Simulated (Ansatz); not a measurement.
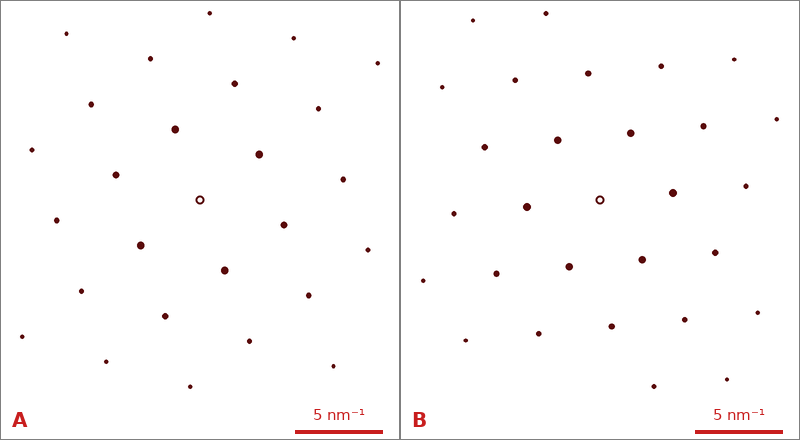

Kinematic electron diffraction patterns (120 kV, B = 0.5 Å², same scale, each along a low-index zone) of two structures of composition H2Rh, each relaxed at zero pressure with Ansatz, DFT PBE, scalar-relativistic, plane waves, PAW.

The structures (standard cells):
1. Pmmn (No. 59), a = 2.742 Å, b = 4.734 Å, c = 4.773 Å, 6 atoms; generated start, possibly hypothetical
2. P4_2/mnm (No. 136), a = 3.969 Å, c = 2.870 Å, 6 atoms; generated start, possibly hypothetical

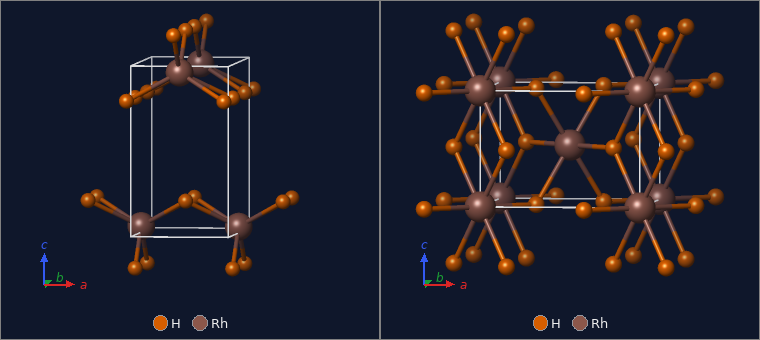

Drawings of the structures 1 to 2, from left to right (each may span several cells).

**Which pattern belongs to which structure, and along which zone?**

A is structure 2 along [100] or an equivalent direction: centred rectangular net of 0 1 1 at d = 2.33 Å and 0 -1 1 at d = 2.33 Å, 71.7° apart (some points of this net are extinct or too weak to see). B is structure 1 along [001]: centred rectangular net (close to hexagonal) of 1 -1 0 at d = 2.37 Å and 1 1 0 at d = 2.37 Å, 60.2° apart (some points of this net are extinct or too weak to see).

**Rank the structures by their computed energy.**

Structure 2 (P4_2/mnm, 7.54 Å³ an atom) is the lowest of these; structure 1 (Pmmn, 10.33 Å³ an atom) lies about 37 meV an atom higher. These are static energies at 0 K; other structures, not shown, may lie lower still.
